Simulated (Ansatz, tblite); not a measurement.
# The cluster B6Sb6: one state, many levels

Aim: run the singlet of the cluster B6Sb6 at one geometry on many levels, and compare frontier levels, spin and run time.

Program: Ansatz 0.2.0, Gaussian basis. Level of theory: as each input shows. These are calculated values, not measurements.

The runs, in order: GFN1-xTB, GFN2-xTB, PBE-D4/def2-SVP, r2SCAN-D4/def2-SVP, MP2/def2-SVP, RPA/def2-SVP.

8 further runs of the same task are left out: 6 that didn't finish, 2 set aside as unsound or not needed. Runs told in other sessions of the task aren't counted.

### Step 1. The geometry

The geometry is that of the singlet, from an earlier relaxation (r2SCAN-D4/def2-SVP). At that level it is the lowest of the isomers that a small search found.

12 atoms, charge 0, spin multiplicity 1.

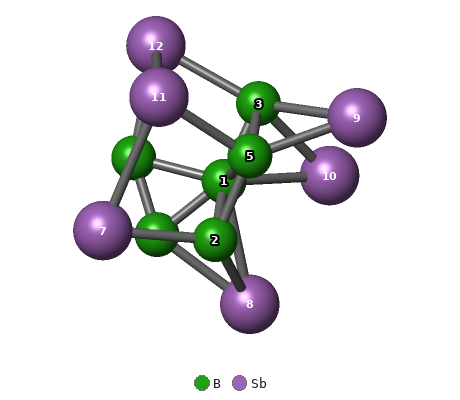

The structure; boron green, antimony purple; atoms are numbered from 1 in the order of the file.

Sb takes a core potential in the def2 sets. No spin-orbit coupling is included.

PBE0-D4/def2-SVP was run before; its log isn't repeated, and its numbers join the tables.

### Step 2. GFN1-xTB

Tight binding, by tblite at 300 K electronic temperature and without a spin-polarisation term:

```python
tblite.interface.Calculator('GFN1-xTB', numbers, positions, charge=0, uhf=0).singlepoint()
```

Energy -641.1629 eV, HOMO -8.40 eV, LUMO -7.02 eV; 0.019 s.

### Step 3. GFN2-xTB

Tight binding, by tblite at 300 K electronic temperature and without a spin-polarisation term:

```python
tblite.interface.Calculator('GFN2-xTB', numbers, positions, charge=0, uhf=0).singlepoint()
```

Energy -558.6194 eV, HOMO -7.79 eV, LUMO -6.54 eV; 0.03 s.

### Step 4. PBE-D4/def2-SVP

start.molden holds the orbitals of an earlier run on this state, given as this run's starting guess.

in.yaml reads:

```yaml
crystal:
  periodic: [false, false, false]
  atoms:
    - {symbol: B, position_ang: [-0.342526, 0.420807, 0.140378]}
    - {symbol: B, position_ang: [1.297901, 0.600897, 0.639074]}
    - {symbol: B, position_ang: [-1.282760, -0.949696, 0.179491]}
    - {symbol: B, position_ang: [0.437033, 1.676083, -0.692991]}
    - {symbol: B, position_ang: [0.490148, -1.003530, 0.677321]}
    - {symbol: B, position_ang: [-0.279676, 0.707600, -1.711268]}
    - {symbol: Sb, position_ang: [2.447960, 0.613015, -1.329716]}
    - {symbol: Sb, position_ang: [0.291029, 2.465414, 1.441128]}
    - {symbol: Sb, position_ang: [-0.847596, -1.887055, 2.246774]}
    - {symbol: Sb, position_ang: [-2.149642, 0.630154, 1.756408]}
    - {symbol: Sb, position_ang: [1.304025, -2.061358, -1.220242]}
    - {symbol: Sb, position_ang: [-1.365897, -1.212341, -2.126358]}
basis:
  gaussian: {orbitals: def2-SVP, initial_orbitals: start.molden}
hamiltonian: {xc: pbe, dispersion: d4}
scf: {omitted_lower_state_checks: [starts]}
output: {orbitals: {seedname: orbitals}}
```

The run is started by

```
$ ansatz run in.yaml --threads 4 --pin off --events-out ev --progress --plain --max-ram 6963MiB
```

Standard output:

```text
Functional definition: PBE
  name "PBE"
  cite "Perdew, Burke & Ernzerhof, Phys. Rev. Lett. 77, 3865 (1996) doi:10.1103/PhysRevLett.77.3865"
  parent pbe
  parameter kappa = 0.804
  parameter beta = 0.06672455060314922
  exchange = pbe_x(kappa = kappa, mu = beta*pi^2/3)
  correlation = pbe_c(beta = beta)
these checks for a lower state are left out or cut short: starts
2820 factors; their error is unknown
mean field evaluation 1: about -43276.0258 eV, gradient 8.5e0 eV
mean field evaluation 2: about -43276.2364 eV, gradient 2.0e-1 eV
mean field evaluation 4: about -43276.1970 eV, gradient 7.4e-4 eV
mean field -43276.19703088 eV, -1590.3709072250 hartree, gradient 1.2e-5 eV, S^2 0.000000; 0 other end points of the search recorded, 0 dependent functions left out
reference -43276.19706941 eV, -1590.3709086411 hartree; 84, 84 occupied and 156, 156 virtual orbitals, 2820 factors
Total energy: -43277.67775943 eV, -1590.4253229956 hartree
Checks for a lower state left out: starts
```

Wall time 7 s (4 threads of Arm Neoverse V2, shared host); peak memory 0.59 GiB.

HOMO -5.01 eV, LUMO -3.26 eV.

### Step 5. r2SCAN-D4/def2-SVP

Changes to in.yaml since step 4:

```diff
@@ -17,3 +17,3 @@
   gaussian: {orbitals: def2-SVP, initial_orbitals: start.molden}
-hamiltonian: {xc: pbe, dispersion: d4}
+hamiltonian: {xc: r2scan, dispersion: d4}
 scf: {omitted_lower_state_checks: [starts]}
```

Launched as before.

Standard output:

```text
Functional definition: r2SCAN
  name "r2SCAN"
  cite "Furness, Kaplan, Ning, Perdew & Sun, J. Phys. Chem. Lett. 11, 8208 (2020) doi:10.1021/acs.jpclett.0c02405"
  cite "Furness, Kaplan, Ning, Perdew & Sun, J. Phys. Chem. Lett. 11, 9248 (2020) doi:10.1021/acs.jpclett.0c03077"
  parent r2scan
  parameter k0 = 0.174
  parameter k1 = 0.065
  parameter a1 = 4.9479
  exchange = r2scan_x(k0 = k0, k1 = k1, a1 = a1)
  correlation = r2scan_c
these checks for a lower state are left out or cut short: starts
2820 factors; their error is unknown
mean field evaluation 1: about -43295.2390 eV, gradient 5.9e0 eV
mean field evaluation 2: about -43295.3409 eV, gradient 1.0e-1 eV
mean field evaluation 4: about -43295.3145 eV, gradient 2.6e-4 eV
mean field -43295.31453222 eV, -1591.0734624410 hartree, gradient 1.7e-5 eV, S^2 0.000000; 0 other end points of the search recorded, 0 dependent functions left out
reference -43295.31454346 eV, -1591.0734628539 hartree; 84, 84 occupied and 156, 156 virtual orbitals, 2820 factors
Total energy: -43295.63058945 eV, -1591.0850773299 hartree
Checks for a lower state left out: starts
```

Wall time 15 s (4 threads of Arm Neoverse V2, shared host); peak memory 0.65 GiB.

From the report: HOMO -5.24 eV, LUMO -3.32 eV.

### Step 6. MP2/def2-SVP

Changes to in.yaml since step 5:

```diff
@@ -17,3 +17,3 @@
   gaussian: {orbitals: def2-SVP, initial_orbitals: start.molden}
-hamiltonian: {xc: r2scan, dispersion: d4}
+correlation: {method: mp2}
 scf: {omitted_lower_state_checks: [starts]}
```

Launched as before.

Standard output:

```text
Functional definition: HF
  name "HF"
  cite "Fock, Z. Phys. 61, 126 (1930) doi:10.1007/BF01340294"
  parent pbe
  exchange = exact_x
  correlation = 0
these checks for a lower state are left out or cut short: starts
2868 factors; integrals over basis functions are off by at most 7.9e-4 eV
mean field evaluation 1: about -43085.3311 eV, gradient 2.3e1 eV
mean field evaluation 2: about -43086.9315 eV, gradient 1.3e0 eV
mean field evaluation 4: about -43088.1536 eV, gradient 2.5e0 eV
mean field evaluation 8: about -43088.1777 eV, gradient 6.3e-4 eV
mean field -43088.17771560 eV, -1583.4613248326 hartree, gradient 9.0e-6 eV, S^2 0.000000; 0 other end points of the search recorded, 0 dependent functions left out
30 core orbitals not correlated: weight in the atoms' cores, before any rotation towards them, 1.000 or more for the frozen orbitals, at most 0.000 for the correlated occupied ones
reference -43088.17771560 eV, -1583.4613248326 hartree; 54, 54 occupied and 156, 156 virtual orbitals, 2868 factors
second order -36.05032428 eV of doubles, -0.00000000 eV of singles
Total energy: -43124.22803988 eV, -1584.7861498141 hartree
Checks for a lower state left out: starts
```

Run time: 14 s. Hardware: 4 threads of Arm Neoverse V2, shared host; peak memory 1.3 GiB.

Hartree-Fock HOMO -7.40 eV, LUMO -0.25 eV.

### Step 7. RPA/def2-SVP

Changes to in.yaml since step 6:

```diff
@@ -17,4 +17,4 @@
   gaussian: {orbitals: def2-SVP, initial_orbitals: start.molden}
-correlation: {method: mp2}
+hamiltonian: {xc: pbe}
+correlation: {method: rpa}
 scf: {omitted_lower_state_checks: [starts]}
-output: {orbitals: {seedname: orbitals}}
```

The command is unchanged.

Standard output, shortened:

```text
Functional definition: PBE
  name "PBE"
  cite "Perdew, Burke & Ernzerhof, Phys. Rev. Lett. 77, 3865 (1996) doi:10.1103/PhysRevLett.77.3865"
  parent pbe
[...]
2868 factors; integrals over basis functions are off by at most 7.9e-4 eV
[...]
mean field -43276.19698109 eV, -1590.3709053950 hartree, gradient 2.2e-6 eV, S^2 0.000000; 0 other end points of the search recorded, 0 dependent functions left out
30 core orbitals not correlated: weight in the atoms' cores, before any rotation towards them, 1.000 or more for the frozen orbitals, at most 0.000 for the correlated occupied ones
reference -43085.08844087 eV, -1583.3477960801 hartree; 54, 54 occupied and 156, 156 virtual orbitals, 2868 factors
Total energy: -43137.73396195 eV, -1585.2824832955 hartree
Checks for a lower state left out: starts
```

It took 22 s on 4 threads of Arm Neoverse V2, shared host; peak memory 1.3 GiB.

### Step 8. Levels side by side

| level | functions | HOMO (eV) | LUMO (eV) | gap (eV) | time |
| --- | --- | --- | --- | --- | --- |
| PBE-D4/def2-SVP | 240 | -5.01 | -3.26 | 1.75 | 7 s |
| r2SCAN-D4/def2-SVP | 240 | -5.24 | -3.32 | 1.92 | 15 s |
| PBE0-D4/def2-SVP | 240 | -5.87 | -2.77 | 3.10 | 20 s |

Energy pieces by basis (eV):

| basis | HF | MP2 correlation | total |
| --- | --- | --- | --- |
| def2-SVP | -43088.1777 | -36.0503 | -43124.2280 (MP2) |

### Step 9. Binding energy

Free atoms were run apart at each level; binding is atoms less cluster, divided by the number of atoms, without zero-point or spin-orbit terms.

| level | binding an atom (eV) |
| --- | --- |
| HF/def2-SVP | 1.855 |
| PBE-D4/def2-SVP | 3.914 |
| r2SCAN-D4/def2-SVP | 3.655 |
| PBE0-D4/def2-SVP | 3.740 |
| RPA/def2-SVP | 3.037 |
| MP2/def2-SVP | 3.482 |

### Step 10. What came out

| quantity | value |
| --- | --- |
| gap in def2-SVP, named functionals, smallest and largest | 1.75 eV (PBE-D4), 3.10 eV (PBE0-D4) |
| correlation energy, MP2/def2-SVP | -36.05 eV |
| binding an atom, functionals in def2-SVP | 3.65 (r2SCAN-D4) to 3.91 eV (PBE-D4) |

**Reading.** Orbital gaps of the named functionals in def2-SVP span 1.75 eV (PBE-D4) to 3.10 eV (PBE0-D4); exact exchange widens it.

The slowest run with a step of its own, RPA/def2-SVP, took 22 s; the quickest functional in def2-SVP took 7 s (shared host).
